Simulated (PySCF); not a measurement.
C6H13BO2Si (SMILES CO[SiH2]CC(=C=O)B(C)C)

The calculation's input:

```
{"job": {"kind": "nmr", "xc": "PBE0", "basis": "pcSseg-1"}, "charge": 0, "multiplicity": 1}
C      3.457682    -0.442126    -0.175512
O      2.609302     0.633523     0.095599
Si     1.516084     0.840733     1.273549
C      0.214788    -0.562325     1.279947
C     -0.477244    -0.655192    -0.067159
C      0.029267    -1.370628    -1.028653
O      0.409690    -2.002844    -1.929990
B     -1.762156     0.121150    -0.404938
C     -2.435004    -0.009778    -1.833801
C     -2.409257     1.019590     0.724724
H      4.152130    -0.607085     0.651956
H      2.889752    -1.359911    -0.346062
H      4.024622    -0.203177    -1.075917
H      0.981428     2.123375     0.846911
H      2.135028     0.852921     2.607050
H     -0.537629    -0.399235     2.047046
H      0.696089    -1.516303     1.509420
H     -3.378440     0.524988    -1.914910
H     -2.624979    -1.048348    -2.101986
H     -1.776641     0.381600    -2.608824
H     -3.220972     1.642490     0.357717
H     -2.821139     0.394187     1.517312
H     -1.677154     1.669380     1.200421
```

Launched as:

```sh
OMP_NUM_THREADS=1 python probes_run.py task.json out
```

Geometry: GFN2-xTB.

Theory: PBE0/pcSseg-1, SCF density, gas phase, non-relativistic in PySCF.

**Predict the electron density and electron localisation function between the atoms.**

C–O (1.16 Å): the density is about 3.6 e/Å³ at the midpoint; the ELF peaks at about 0.85 between the atoms; a multiple bond.
C–C (1.30 Å): ρ is about 2.3 e/Å³ halfway; the ELF peaks at about 0.90 between the atoms: a multiple bond.
C–B (1.54 Å): ρ at the midpoint is about 1.4 e/Å³; the ELF peaks at about 0.95 between the atoms: a covalent bond.
C–H (1.09 Å): ρ is about 1.9 e/Å³ halfway; the ELF climbs to about 1 towards the hydrogen, as it does in any bond to H: a covalent bond by its length.

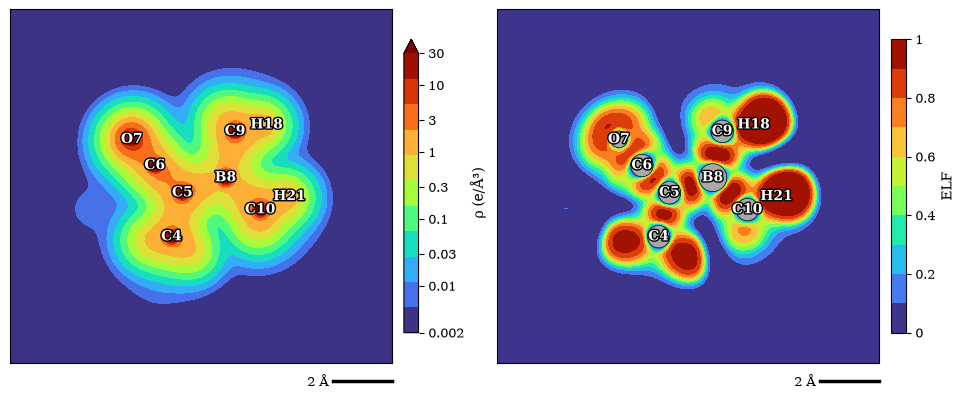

Computed electron density and electron localisation function on the plane of atoms C5, B8 and C10, in this order. Grey discs cover the atomic cores in the ELF map. 
